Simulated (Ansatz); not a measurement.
## Electronic structure of CH7NOSi2 in real space

Input

```
crystal:
  periodic: [false, false, false]
  atoms:
    - { symbol: "N", position_ang: [0.1333, 1.3931, 0.5655] }
    - { symbol: C, position_ang: [-0.0503, 0.1573, 0.3934] }
    - { symbol: Si, position_ang: [-0.4382, -1.0001, 1.8466] }
    - { symbol: O, position_ang: [0.1373, -0.4175, -0.8283] }
    - { symbol: Si, position_ang: [0.372, 0.3391, -2.274] }
    - { symbol: H, position_ang: [-0.0283, 1.7279, 1.5357] }
    - { symbol: H, position_ang: [0.7029, -2.0066, 2.0439] }
    - { symbol: H, position_ang: [-1.10997, 0.35686, 0.55268] }
    - { symbol: H, position_ang: [-0.4921, -0.1908, 3.161] }
    - { symbol: H, position_ang: [-0.7162, 1.3023, -2.5638] }
    - { symbol: H, position_ang: [0.3968, -0.6722, -3.3156] }
    - { symbol: H, position_ang: [1.7188, 1.0156, -2.2111] }
basis:
  gaussian: { orbitals: def2-SVP }
hamiltonian:
  xc: pbe0
relax:
  f_tol: 0.02
  max_steps: 50
output:
  orbitals: {}
```

Command:

```sh
ansatz run input.yaml --threads 2 --pin off --max-ram 3072MiB --backend cpu --events-out ev --progress --plain --runs-dir out
```

The fields are those of the run's last geometry, not of the input's.

Level of theory: RKS PBE0/def2-SVP in Ansatz.

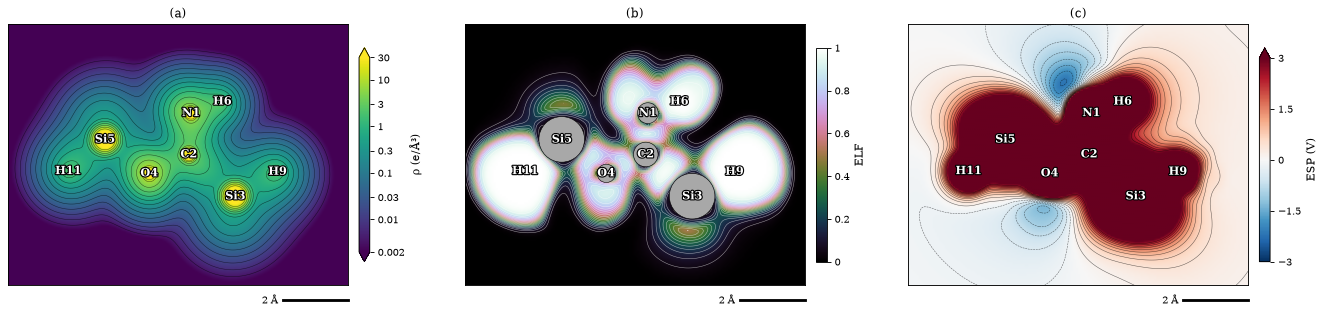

Figure 1. (a) electron density; (b) electron localisation function; (c) molecular electrostatic potential on the plane of atoms C2, O4 and Si5. Grey discs cover the atomic cores in the ELF map.

Question: What does the map show?

Answer:
- Atoms in the plane: N, C, Si, O and H.
- C–N (1.27 Å): the density is about 2.8 e/Å³ at the midpoint; the ELF peaks at about 0.90 between the atoms; a short, multiple covalent bond.
- C–O (1.34 Å): ρ is about 2.4 e/Å³ halfway; the ELF peaks at about 0.90 between the atoms: a polar covalent bond.
- Si–O (1.72 Å): ρ is about 0.95 e/Å³ halfway; the ELF peaks at about 0.90 between the atoms; a polar covalent bond.
- C–Si (1.91 Å): ρ is about 0.93 e/Å³ halfway; the ELF peaks at about 1 between the atoms, as expected for localised, covalent bonding.
- N–H (1.02 Å): the density is about 2.8 e/Å³ at the midpoint; the ELF climbs to about 1 towards the hydrogen, as it does in any bond to H; a covalent bond by its length.
- The ELF also peaks beside O4 and N1, away from the bonds: lone-pair regions.
- Outside the dense part of the molecule the potential is most negative (−2.2 V) near N1.

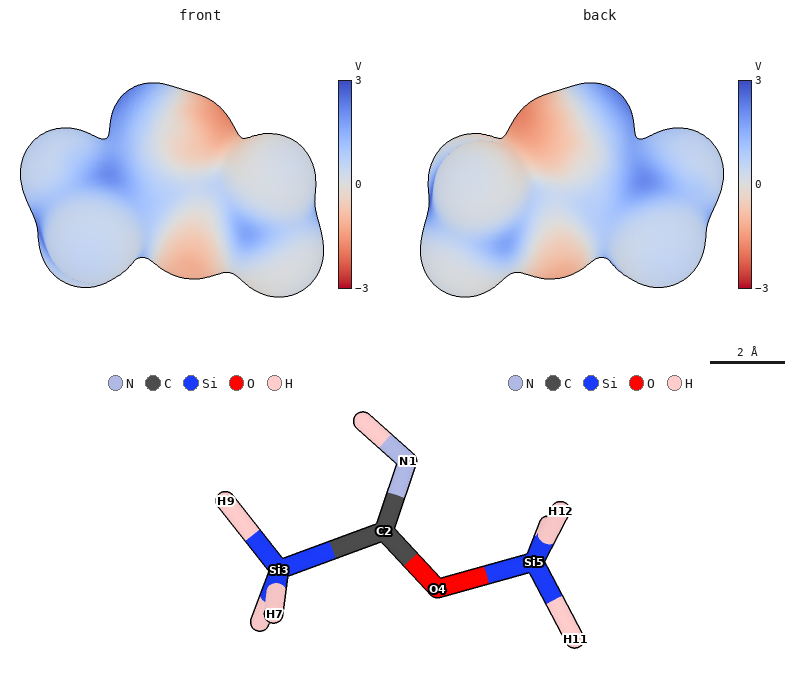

Figure 2. The molecular electrostatic potential painted on the density surface at 0.004 e/bohr³, seen from the front and from behind; red is negative and blue positive. The bare structure is drawn below in the same view.

Question: Which sites attract a positive test charge, and which a negative one?

Answer: A positive charge is drawn to the negative regions and a negative charge to the positive ones. The most negative region (about −1.7 V) lies over N1, the most positive (about +2.3 V) over Si3, Si5 and H6. N1 is the likeliest acceptor of a hydrogen bond.

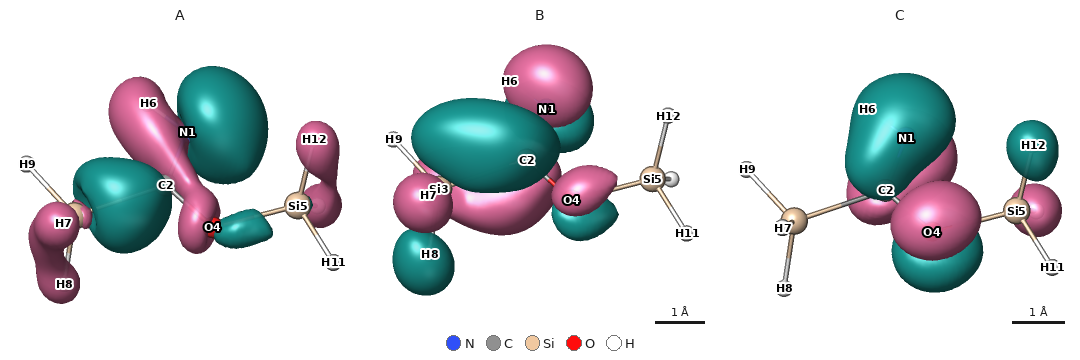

Figure 3. Three frontier orbitals at ±0.1 Å⁻³ᐟ² (teal and pink are the two phases), in no order.

Question: Which picture is the HOMO−1, the HOMO and the LUMO?

Answer: C is the HOMO−1 (−8.19 eV). Its weight (Hirshfeld) is mainly on N1 (about 40 %), O4 (about 30 %) and C2 (about 15 %); largely a combination of lone pairs on N1 and O4. A is the HOMO (−7.80 eV). It lies mainly on N1 (about 55 %), C2 (about 15 %) and Si3 (about 10 %). B is the LUMO (−0.42 eV). By Hirshfeld shares it lies mainly on C2 (about 30 %), N1 (about 25 %), Si3 (about 20 %) and O4 (about 5 %).

Question: What is the HOMO–LUMO gap?

Answer: 7.38 eV between the orbital energies.
